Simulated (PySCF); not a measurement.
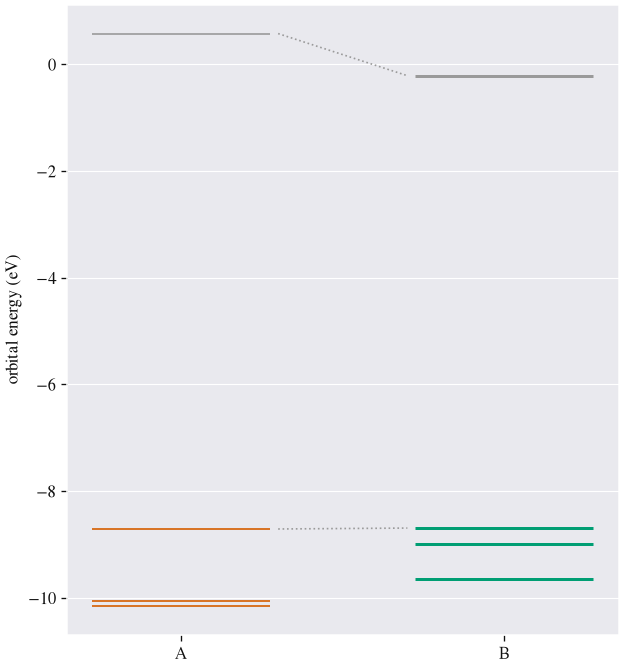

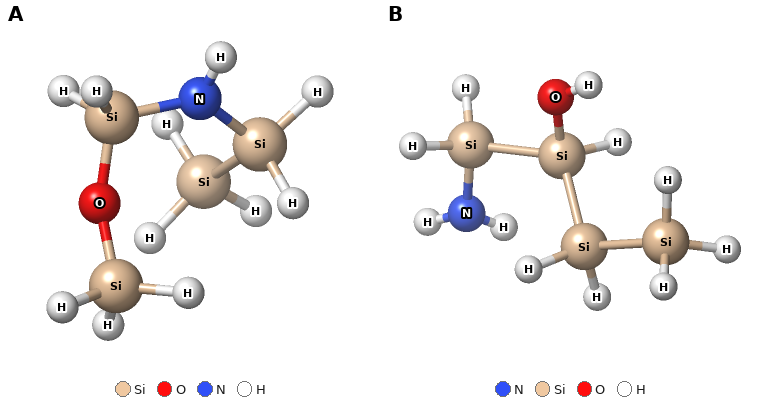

Related molecules: A is Si₄NH₁₁O, SMILES [SiH3]O[SiH2]N[SiH2][SiH3]; B is Si₄NH₁₁O, SMILES N[SiH2][Si@@H](O)[SiH2][SiH3]. Frontier orbital energies, CAM-B3LYP/def2-SVPD with PySCF, at a GFN2-xTB geometry (no frequency check); drawn are at most three filled levels and, in grey, the LUMO with any level within 0.03 eV of it; dotted lines join the HOMOs and the LUMOs.

What does the change do to the frontier levels?

Answer. From A to B the HOMO hardly moves and the LUMO falls by 0.79 eV, so the separation goes from 9.29 to 8.48 eV.

Caveats, for all or some of the runs: empty levels above zero depend strongly on the basis; one conformer of a flexible molecule; the tight-binding geometry is rougher than a DFT one and adds to the error.
